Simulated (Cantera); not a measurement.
Feed: 1 mol SiH2Cl2, 29 mol NO, 18 mol O2, held at 13300 Pa.

These are equilibrium values from Cantera (NASA tables, ideal gas, pure condensed phases), not measurements of a reactor. Candidate condensed phases: H2O, NH4Cl, Si, SiO2, Si2N2O, Si3N4; 47 gas species. The tables hold silica as quartz up to 1696 K and as liquid above; real silica turns to tridymite and cristobalite and melts near 1996 K. Equilibrium is a limit: real reactors are often held back by kinetics, nucleation or transport.

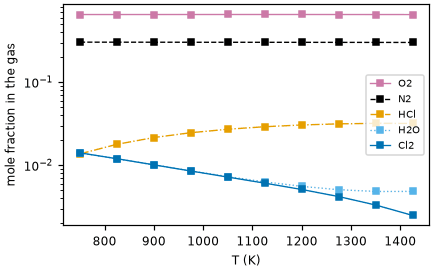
*Equilibrium gas composition (values under 1e-9 drawn at 1e-9)*

Question: Read off the mole fractions at 1275 K.

Answer: O2 about 0.65, N2 about 0.30, HCl about 0.032, H2O about 0.0051, Cl2 about 0.0042.
